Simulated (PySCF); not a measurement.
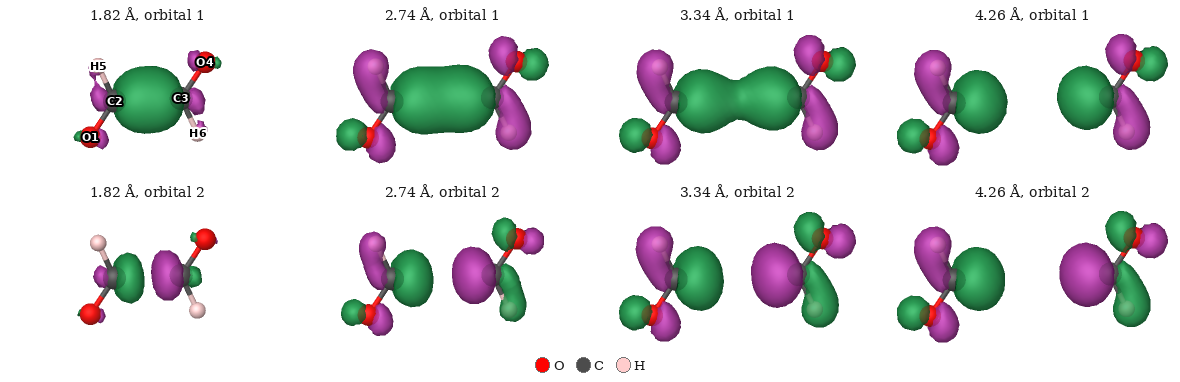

C$_{2}$H$_{2}$O$_{2}$, SMILES `O=CC=O`. Rigid stretch of the C2–C3 bond. The two CASSCF(2,2) natural orbitals nearest half filling (orbital 1 the more occupied).

Computed with PySCF, def2-SVP basis, geometry: GFN2-xTB. No frequency check shows the geometry to be a minimum.

Cartesian coordinates (Å):

```
O1       1.7244   -0.1657    0.0000
C2       0.6579    0.3778    0.0000
C3      -0.6579   -0.3778    0.0000
O4      -1.7244    0.1657    0.0000
H5       0.5383    1.4758    0.0000
H6      -0.5383   -1.4758    0.0000
```

How do the occupations change along the stretch?

1.82 Å: 1.96 and 0.04; 2.74 Å: 1.64 and 0.36; 3.34 Å: 1.33 and 0.67; 4.26 Å: 1.09 and 0.91. At the longest distance computed (4.26 Å) they are 1.09 and 0.91, and the effective number of unpaired electrons is 2.0.

UHF already breaks spin symmetry near equilibrium here (⟨S²⟩ = 0.09 at 1.52 Å), for reasons apart from this bond.

How much energy does the stretch cost?

By CASSCF, 3.4 eV from the lowest point of the scan (1.52 Å) to 4.26 Å; RHF gives 7.3 eV from its own lowest point. The fragments aren't relaxed and dynamic correlation is missing, so this isn't a bond dissociation energy.
